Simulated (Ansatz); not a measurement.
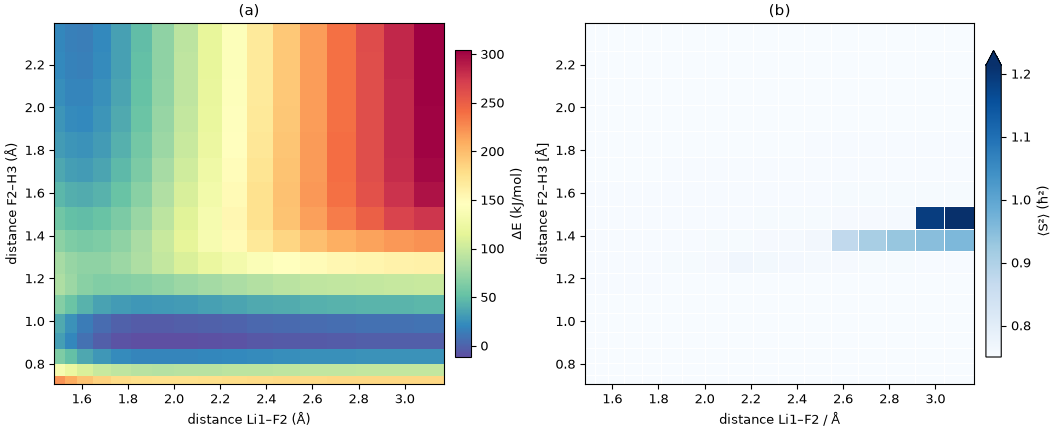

The system Li + FH, spin multiplicity 2. The first coordinate is: distance Li1–F2; the second: distance F2–H3. Nothing is relaxed (the angle Li1–F2–H3 is fixed at 180 degrees). Grid: 17 × 17 points. All energies are given in kJ/mol relative to Li far from the relaxed FH (each part in its own basis). The calculation used UHF-CCSD(T), frozen core/def2-TZVPD in Ansatz 0.2.0.

Panel (a) is the energy and panel (b) the computed ⟨S²⟩ on the same grid.

Drawn: one coloured cell a grid point.

Question: How does the ⟨S²⟩ vary over the map, and what is it at the lowest grid point?

Answer: Leaving out the highest fifth of the energies, it runs from 0.75 ħ² at distance Li1–F2 = 1.768 Å, distance F2–H3 = 0.728 Å to 0.77 ħ² at distance Li1–F2 = 2.154 Å, distance F2–H3 = 1.274 Å. At the lowest grid point, distance Li1–F2 = 1.951 Å, distance F2–H3 = 0.910 Å, it is 0.75 ħ².
